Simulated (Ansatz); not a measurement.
# Effect of x(Lu) = 0.25, 8 atoms, Pmmm on TiAl

The reference is TiAl (space group P4/mmm, No. 123; a = 2.797 Å, c = 4.032 Å).

The other end (x = 1) is LuTi (space group P4/mmm, No. 123; a hypothetical phase, not in the database extracts checked): 21.34 Å³/atom, gap zero; this end may not be an ambient phase.

The change: Lu replaces 25.0 % of the Al, ordered in a cell of 8 atoms (starting symmetry Pmmm) and fully relaxed.

Calculations: PBEsol (Ansatz, a first-principles code), no spin-orbit coupling. k-mesh 16×8×6 (Γ-centred); smearing 0.05 eV (Fermi–Dirac), for the changed cell.

- Volume per atom: 17.06 Å³ (base 15.78 Å³)
- Density: 5.44 g/cm³ (base 3.94 g/cm³)
- Shortest interatomic distance: 5.247 bohr (base 5.286 bohr)
- Band gap: zero (base zero)
- Mixing energy: +0.06 eV/atom (to 0.01 eV only: unlike meshes or grids) (against an end that may be hypothetical)
- Deviation of the volume from the linear (Vegard-type) interpolation: -0.6 %

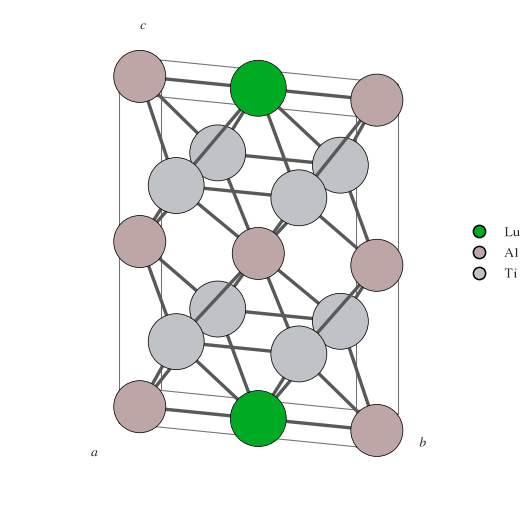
The relaxed conventional cell after the change

Cost of the whole job for the changed cell (relaxation, final SCF and bands): around 10 core-minutes (rough).

Each cell is one ordered arrangement of few atoms, which overstates ordering effects compared with a random alloy. No phonon test of stability was made. The final runs are not spin-polarised. An odd electron count without spin: TiAl and LuTi. LuTi4Al3 and LuTi have a high density of states at the Fermi level and may be magnetic at this level.
